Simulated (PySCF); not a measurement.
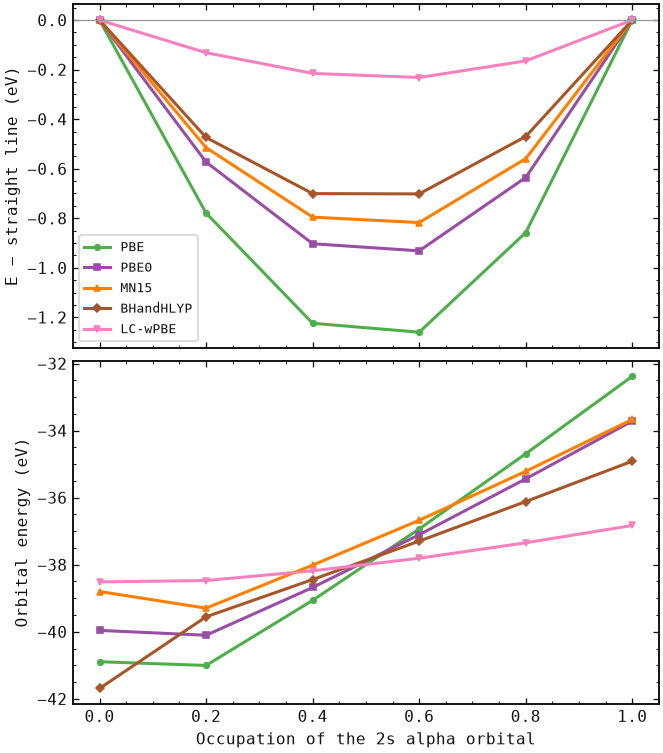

One 2s alpha orbital of B²⁺ ([He] 2s) is emptied in steps. The plot gives the energy less the straight line between the integer ends; the lower panel gives the orbital energy. PySCF, def2-SVP, non-relativistic, unrestricted single determinants, no spin-orbit coupling.

**Describe the curvature of each method.**

PBE: convex (delocalisation error), largest departure −1.3 eV, removal energy 37.83 eV, orbital energy from −32.4 eV when full to −40.9 eV when empty; PBE0: convex (delocalisation error), largest departure −0.93 eV, removal energy 37.76 eV, orbital energy from −33.7 eV when full to −40.0 eV when empty; MN15: convex (delocalisation error), largest departure −0.82 eV, removal energy 37.24 eV, orbital energy from −33.7 eV when full to −38.8 eV when empty; BHandHLYP: convex (delocalisation error), largest departure −0.70 eV, removal energy 37.87 eV, orbital energy from −34.9 eV when full to −41.7 eV when empty; LC-wPBE: convex (delocalisation error), largest departure −0.23 eV, removal energy 37.92 eV, orbital energy from −36.8 eV when full to −38.5 eV when empty. The measured removal energy is 37.93 eV. The exact energy is a straight line between whole electron numbers.
